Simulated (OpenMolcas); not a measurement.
# AlH (SMILES [AlH]) at BLYP/ANO-RCC-VDZP (DKH8)

Aim: the vertical ionisation energy of AlH at BLYP/ANO-RCC-VDZP (DKH8), from 2 runs. 

The calculation is run with OpenMolcas 26.06.

**1. The molecule**

AlH has 2 atoms, charge 0, and is taken as a singlet. As SMILES, `[AlH]`. The shape is that of a PBE0-D4/def2-TZVP optimisation.

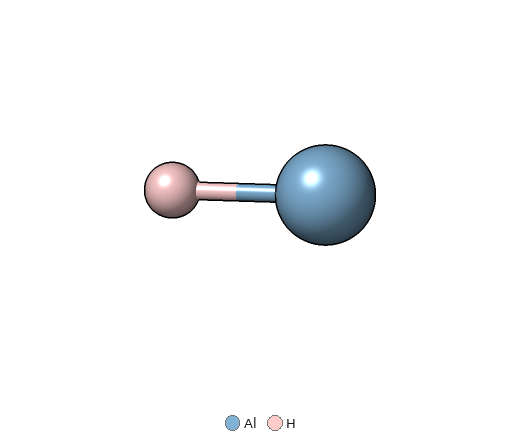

The structure, seen from a chosen angle (aluminium light blue, hydrogen pink).

**2. The energy at BLYP/ANO-RCC-VDZP (DKH8)**

job.input reads:

```
&gateway
  coord
  2
  bohr
  Al     0.00000000     0.00000000    -0.04845258
  H      0.00000000     0.00000000     3.09746899
  basis
  ANO-RCC-VDZP
  group
  NoSym

&seward
  relativistic
  R08O02
  expert

&scf
  ksdft
  BLYP
  prorbitals
  1 1
```

Launch:

```bash
export MOLCAS_MEM=1860
pymolcas job.input > job.log
```

Standard output:

```text
--- Start Module: gateway ---
[...]
--- Stop Module: gateway /rc=_RC_ALL_IS_WELL_ ---
--- Start Module: seward ---
[...]
 ###    WARNING:  EXPERT option is ON!                                       ###
 ###############################################################################
               SEWARD will generate:
[...]
      Basis functions           23
--- Stop Module: seward /rc=_RC_ALL_IS_WELL_ ---
[...]
--- Start Module: scf ---
[...]
       Convergence after   9 Iterations
[...]
::    Total KS-DFT energy                            -243.4278324499
[...]
      Total spin, S                                     0.0000000000
[...]
      Total electronic charge=   14.000000
      Total            charge=   -0.000000
[...]
      Dipole Moment (debye):
      Origin of the operator (angstrom)=    0.0000    0.0000    0.0343
                   X= -4.4082E-13               Y=  5.1818E-14               Z= -2.4000E-01           Total=  2.4000E-01
      Quadrupole Moment (debye*angstrom):
[...]
--- Stop Module: scf /rc=_RC_ALL_IS_WELL_ ---
[...]
```

Run time: 2.7 s. Hardware: 1 thread of Arm Neoverse V1, shared host; peak memory 0.38 GiB.

**3. The doublet cation at the same level**

job.inp reads:

```
&GATEWAY
  Coord
  2
  bohr
  Al     0.00000000     0.00000000    -0.04845258
  H      0.00000000     0.00000000     3.09746899
  Basis=ANO-RCC-VDZP
  Group=NoSym

&SEWARD
  Relativistic=R08O02
  Expert

&SCF
  UHF
  Charge=1
  Spin=2
  KSDFT=BLYP
  PrOrbitals=1 1
```

Launch:

```bash
export MOLCAS_MEM=1860
pymolcas job.inp > job.log
```

Standard output:

```text
--- Start Module: gateway ---
[...]
--- Stop Module: gateway /rc=_RC_ALL_IS_WELL_ ---
--- Start Module: seward ---
[...]
 ###    WARNING:  EXPERT option is ON!                                       ###
 ###############################################################################
               SEWARD will generate:
[...]
      Basis functions           23
--- Stop Module: seward /rc=_RC_ALL_IS_WELL_ ---
[...]
--- Start Module: scf ---
[...]
       Convergence after  14 Iterations
[...]
::    Total KS-DFT energy                            -243.1300657591
[...]
      Total spin, S                                     0.5029638353
[...]
      Total electronic charge=   13.000000
      Total            charge=    1.000000
[...]
      Dipole Moment (debye):
      Origin of the operator (angstrom)=    0.0000    0.0000    0.0343
                   X= -3.9550E-14               Y=  6.6976E-14               Z= -2.0882E-01           Total=  2.0882E-01
      Center of Charge (angstrom)
[...]
--- Stop Module: scf /rc=_RC_ALL_IS_WELL_ ---
[...]
```

It took 3.6 s on 1 thread of Arm Neoverse V1, shared host; peak memory 0.38 GiB.

**4. Summary of results**

At BLYP/ANO-RCC-VDZP (DKH8):

| quantity | value |
| --- | --- |
| singlet AlH: total energy | -243.42783 Eh |
| singlet AlH: dipole moment | 0.24 D |
| singlet AlH: HOMO energy | -4.69 eV |
| singlet AlH: LUMO energy | -2.26 eV |
| singlet AlH: HOMO–LUMO gap | 2.43 eV |
| doublet cation: total energy | -243.13007 Eh |
| doublet cation: HOMO energy (highest over α and β) | -12.94 eV |
| doublet cation: LUMO energy (lowest over α and β) | -11.49 eV |
| doublet cation: ⟨S²⟩ | 0.756 |
| vertical ionisation energy (to the doublet cation) | 8.103 eV |

The vertical ionisation energy comes to 8.10 eV (187 kcal/mol). −ε(HOMO) before ionisation, 4.69 eV, is 3.41 eV below this ionisation energy.
